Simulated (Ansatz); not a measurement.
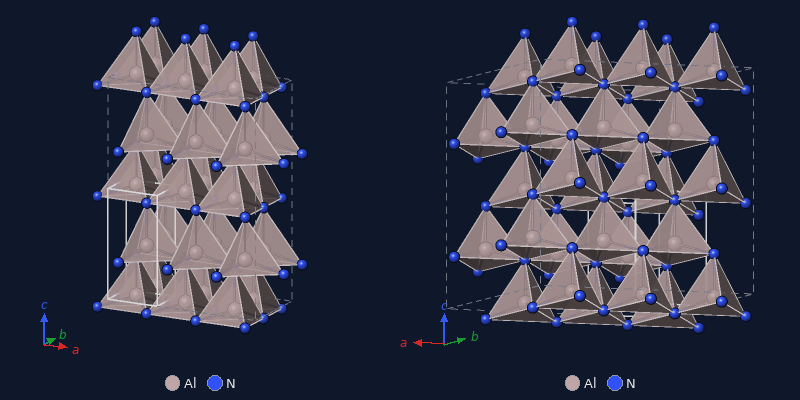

Polyhedra are drawn about Al (bonds: Al–N below 2.2 Å); other atoms are plain spheres. Two views of the same piece.

AlN (space group P6_3mc, No. 186). Coordinates: the end point of a relaxation with Ansatz 0.2.0, DFT PBE, scalar-relativistic, plane waves, PAW.

Sharing among the drawn polyhedra:

```json
{"site": "Al", "polyhedron": "AlN4 tetrahedron", "corner-sharing neighbours": "12", "edge-sharing": "0", "face-sharing": "0", "bond (Å)": "1.90–1.91"}
```

They form a three-dimensional framework of corner-sharing tetrahedra.
